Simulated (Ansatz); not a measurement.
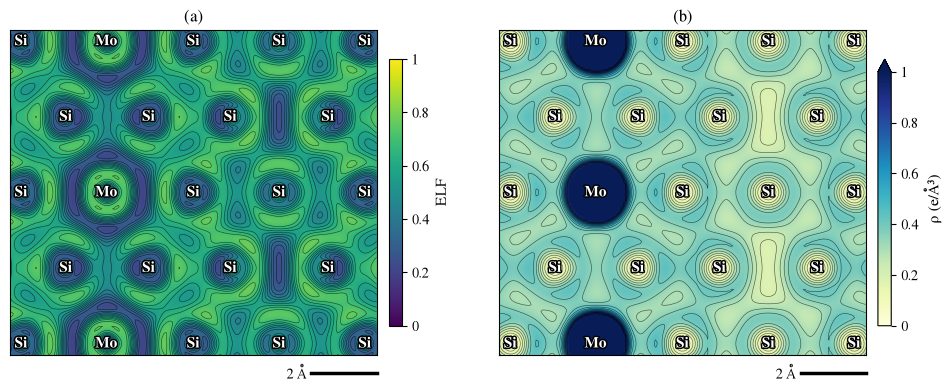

Si$_{7}$Mo. (a) ELF; (b) valence electron density on the (11̄0) plane of the conventional cell.

Space group P4/mmm; a generated structure, not necessarily the stable one; computed without spin polarisation.

Theory: DFT PBE, scalar-relativistic, plane waves, PAW in Ansatz.

The density is the valence pseudo-density of a PAW calculation; it isn't the true density close to the nuclei.

Describe what can be read from this map.

Answer. The section cuts through Si and Mo sites. Si–Si (2.51 Å): ρ is about 0.39 e/Å³ halfway; the ELF peaks at about 0.75 between the atoms. Si–Mo (2.64 Å): ρ at the midpoint is about 0.37 e/Å³; the ELF peaks at about 0.75 in the valence shell of Si, 0.9 Å from its nucleus, and is about 0.40 at the midpoint. Si–Si (2.59 Å): the density is about 0.36 e/Å³ at the midpoint; the ELF peaks at about 0.75 between the atoms. Si–Si (2.64 Å): ρ at the midpoint is about 0.31 e/Å³; the ELF peaks at about 0.65 between the atoms. Si–Si (2.70 Å): ρ is about 0.3 e/Å³ halfway; the ELF peaks at about 0.65 between the atoms. Between the atoms the lowest density in this plane is 0.18 e/Å³. The features right at Mo lie inside the PAW spheres, where the map follows smoothed inner orbitals and isn't to be read closely.
